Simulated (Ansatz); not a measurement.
# doublet [SiPH5]+ at 3 levels

Aim: a comparison of 3 runs (U-r2SCAN0/STO-3G, UBHLYP/STO-3G, UCCSD/STO-3G) of doublet [SiPH5]+. 

The calculation is run with Ansatz 0.2.0.

50 further runs of the same task are left out: 50 set aside as unsound or not needed.

**1. The system as given**

[SiPH5]+: 7 atoms, total charge +1, spin state doublet. SMILES of the parent species: `[SiH3]P`. The shape is that of a GFN2-xTB optimisation. That shape belongs to the parent species and isn't relaxed for this state.

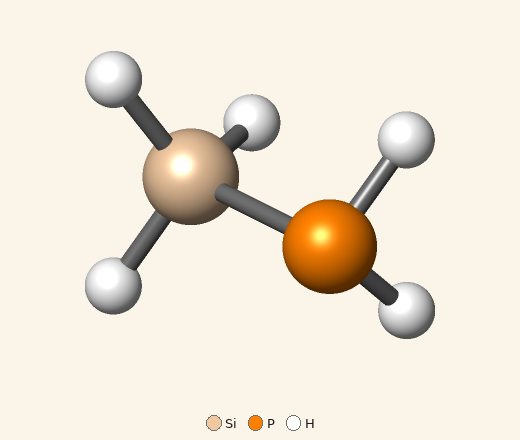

The structure, seen from a chosen angle (silicon light orange, phosphorus orange, hydrogen white).

**2. A single-point energy at U-r2SCAN0/STO-3G (run 1)**

in.yaml reads:

```yaml
crystal:
  periodic: [false, false, false]
  atoms:
    - symbol: Si
      position_ang: [-0.640830, -0.361550, -0.395920]
    - symbol: P
      position_ang: [1.061310, -0.009120, 1.007680]
    - symbol: H
      position_ang: [-1.825500, -0.602940, 0.426340]
    - symbol: H
      position_ang: [-0.298920, -1.544330, -1.184630]
    - symbol: H
      position_ang: [-0.890510, 0.768910, -1.293660]
    - symbol: H
      position_ang: [0.664680, 1.260240, 1.387120]
    - symbol: H
      position_ang: [1.929760, 0.488790, 0.053060]
basis:
  gaussian: {orbitals: STO-3G}
total_charge: 1
magnetization: {spin_polarized: true, initial_magnetization: 1}
hamiltonian: {xc: {name: r2SCAN0}}
accuracy: high
```

Launch:

```sh
$ ansatz run in.yaml --threads 1 --pin off --max-ram 2610MiB --events-out events.jsonl --progress --plain --runs-dir runs
```

Standard output:

```text
Warning: RAYON_NUM_THREADS=1 ignored (pool sized by the plan → 1); use --threads N
Functional definition: r2SCAN0
  name "r2SCAN0"
  parameter a = 0.25
  parameter k0 = 0.174
  parameter k1 = 0.065
  parameter a1 = 4.9479
  exchange = (1 - a)*r2scan_x(k0 = k0, k1 = k1, a1 = a1) + a*exact_x
  correlation = r2scan_c
413 factors; integrals over basis functions are off by at most 1.0e-8 eV
mean field evaluation 1: about -17042.4810 eV, gradient 7.7e0 eV
mean field evaluation 2: about -17042.8618 eV, gradient 4.1e0 eV
mean field evaluation 4: about -17043.0096 eV, gradient 2.1e-1 eV
mean field evaluation 8: about -17042.9594 eV, gradient 5.1e-3 eV
mean field evaluation 16: about -17042.9594 eV, gradient 1.9e-6 eV
mean field -17042.95936546 eV, -626.3172045481 hartree, gradient 3.4e-8 eV, S^2 0.752770; 0 other end points of the search recorded, 0 dependent functions left out
reference -17042.95936623 eV, -626.3172045763 hartree; 17, 16 occupied and 6, 7 virtual orbitals, 413 factors
Total energy: -17042.95936623 eV, -626.3172045763 hartree
```

Wall time 6.9 s (1 thread of Arm Neoverse V1, shared host); peak memory 0.27 GiB.

**3. The energy at UBHLYP/STO-3G (run 2)**

job.yaml reads:

```yaml
crystal:
  periodic: [false, false, false]
  atoms:
    - {symbol: Si, position_ang: [-0.640830, -0.361550, -0.395920]}
    - {symbol: P, position_ang: [1.061310, -0.009120, 1.007680]}
    - {symbol: H, position_ang: [-1.825500, -0.602940, 0.426340]}
    - {symbol: H, position_ang: [-0.298920, -1.544330, -1.184630]}
    - {symbol: H, position_ang: [-0.890510, 0.768910, -1.293660]}
    - {symbol: H, position_ang: [0.664680, 1.260240, 1.387120]}
    - {symbol: H, position_ang: [1.929760, 0.488790, 0.053060]}
basis:
  gaussian:
    orbitals: STO-3G
magnetization:
  spin_polarized: true
  initial_magnetization: 1
total_charge: 1
accuracy: high
hamiltonian:
  xc: {name: BHLYP}
```

Launch:

```sh
$ ansatz run job.yaml --threads 1 --pin off --max-ram 2610MiB --events-out events.jsonl --progress --plain --runs-dir runs
```

Standard output:

```text
Warning: RAYON_NUM_THREADS=1 ignored (pool sized by the plan → 1); use --threads N
Functional definition: BHLYP
  name "BHLYP"
  parameter a = 0.5
  exchange = (1 - a)*b88_x + a*exact_x
  correlation = lyp_c
413 factors; integrals over basis functions are off by at most 1.0e-8 eV
mean field evaluation 1: about -17043.5076 eV, gradient 6.8e0 eV
mean field evaluation 2: about -17043.9177 eV, gradient 2.4e0 eV
mean field evaluation 4: about -17043.9729 eV, gradient 1.6e-1 eV
mean field evaluation 8: about -17043.9410 eV, gradient 6.2e-3 eV
mean field evaluation 16: about -17043.9410 eV, gradient 6.2e-6 eV
mean field -17043.94097212 eV, -626.3532779274 hartree, gradient 4.3e-8 eV, S^2 0.752069; 0 other end points of the search recorded, 0 dependent functions left out
reference -17043.94099223 eV, -626.3532786663 hartree; 17, 16 occupied and 6, 7 virtual orbitals, 413 factors
Total energy: -17043.94099223 eV, -626.3532786663 hartree
```

It took 3.3 s on 1 thread of Arm Neoverse V1, shared host; peak memory 0.15 GiB.

**4. A single-point energy at UCCSD/STO-3G (run 3)**

job.yaml reads:

```yaml
crystal:
  periodic: [false, false, false]
  atoms:
    - symbol: Si
      position_ang: [-0.640830, -0.361550, -0.395920]
    - symbol: P
      position_ang: [1.061310, -0.009120, 1.007680]
    - symbol: H
      position_ang: [-1.825500, -0.602940, 0.426340]
    - symbol: H
      position_ang: [-0.298920, -1.544330, -1.184630]
    - symbol: H
      position_ang: [-0.890510, 0.768910, -1.293660]
    - symbol: H
      position_ang: [0.664680, 1.260240, 1.387120]
    - symbol: H
      position_ang: [1.929760, 0.488790, 0.053060]
basis:
  gaussian:
    orbitals: STO-3G
total_charge: 1
magnetization:
  spin_polarized: true
  initial_magnetization: 1
correlation:
  method: ccsd
  frozen_orbitals: {H: 0, P: 5, Si: 5}
accuracy: high
scf:
  omitted_lower_state_checks: [cluster_reference, increment]
```

Launch:

```sh
$ ansatz run job.yaml --threads 1 --pin off --max-ram 2610MiB --events-out events.jsonl --progress --plain --runs-dir runs
```

Standard output:

```text
Warning: RAYON_NUM_THREADS=1 ignored (pool sized by the plan → 1); use --threads N
[... 11 lines left out ...]
10 core orbitals not correlated: weight in the atoms' cores, before any rotation towards them, 1.000 or more for the frozen orbitals, at most 0.000 for the correlated occupied ones
[... 25 lines left out ...]
Total energy: -17015.38594925 eV, -625.3039001921 hartree
Checks for a lower state left out: cluster_reference, increment
```

It took 0.3 s on 1 thread of Arm Neoverse V1, shared host.

**5. Overview of the runs**

```tsv
run	level	frozen core orbitals	energy (Eh)	⟨S²⟩	wall time
1	U-r2SCAN0/STO-3G	–	-626.317205	0.753	6.9 s
2	UBHLYP/STO-3G	–	-626.353279	0.752	3.3 s
3	UCCSD/STO-3G	10	-625.303900	0.755	0.3 s
```

**6. Outcome**

```
                                           quantity          value
                                run 3: total energy  -625.30390 Eh
run 3: correlation energy (10 core orbitals frozen)     -108.6 mEh
           run 3: ⟨S²⟩ of the reference determinant          0.755
                               run 3: T1 diagnostic          0.007
```

What this shows: Totals of different functionals can't be ranked against each other. In runs 1, 2, 3 the basis is minimal, so the values are rough. All runs together took 11 s, the longest 6.9 s.
